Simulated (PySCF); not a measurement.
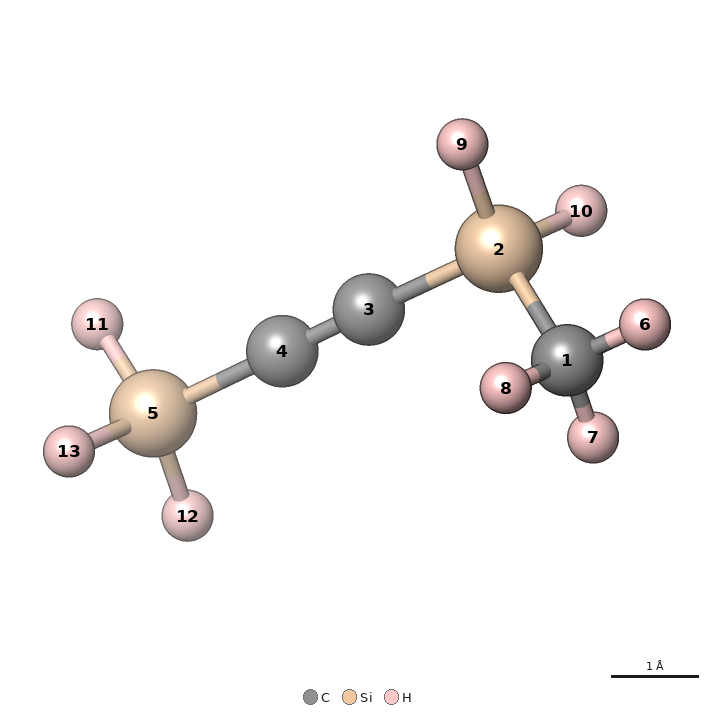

Orthographic view. Distant atoms are faded towards the background colour. The geometry was computed by an optimisation with PBE0-D3(BJ)/def2-SVP. No frequency run is at hand to confirm it as a minimum.

Write the connection table.

C1: Si2, H6, H7, H8
Si2: C1, C3, H9, H10
C3: Si2, C4
C4: C3, Si5
Si5: C4, H11, H12, H13
(terminal hydrogens appear only as neighbours)
